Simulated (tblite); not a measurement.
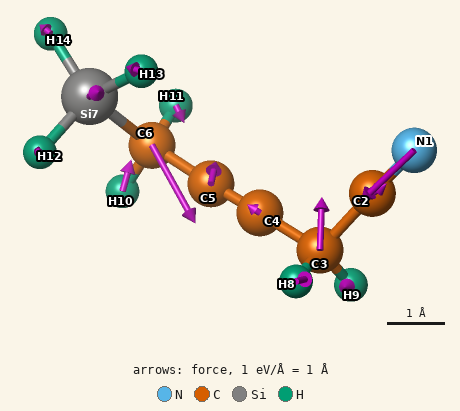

Starting geometry of C5H7NSi with the computed forces as purple arrows. The picture is a ball-and-stick view, seen from a free direction.

The calculation used GFN2-xTB geometry optimisation, gas phase in tblite 0.8.0. 

### What follows when this structure is relaxed?

It isn't relaxed: the largest force vector, on C6, is 1.66 eV/Å. The final displacements have little in common with the starting forces (cosine between the two patterns 0.15). H13 moves most after the best rigid fit: 0.63 Å. By element the largest moves are H 0.63 Å, C 0.14 Å, N 0.10 Å, Si 0.07 Å. Near-neighbour distances that change, for instance: C5–C6 1.487 → 1.440 Å, C2–C3 1.477 → 1.445 Å, C6–Si7 1.884 → 1.915 Å, C3–C4 1.481 → 1.456 Å. Among the angles between lasting bonds that change: C5–C6–Si7 105.8° → 112.0°, H8–C3–H9 115.0° → 108.9°, C4–C3–H9 105.0° → 110.3°. Groups turn about C6–Si7 by about 25°. The energy falls by 4.98 kcal/mol in 80 geometry steps. Cost: 1.6 s on 1 thread of Intel(R) Xeon(R) Processor @ 2.50GHz (shared host).
